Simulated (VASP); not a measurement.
Band structure of Ni (fcc). Calculation: LDA (Ceperley-Alder, Perdew-Zunger), VASP's LDA PAW potentials (set 64) (plane waves; VASP 6.6.1).

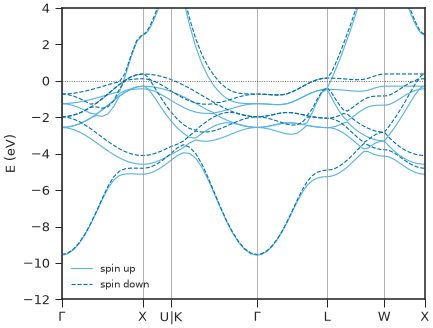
*Bands along high-symmetry lines, zero at the valence-band maximum or, without a gap, the Fermi level*

Task: Read the plot: is there a gap, and where are the band edges?

Result: It has no gap at this level: it comes out as a metal or semimetal. (Edges off the drawn lines would not show.)

The compound is Ni in the fcc structure. It was relaxed first, which changed the volume by -8 %.
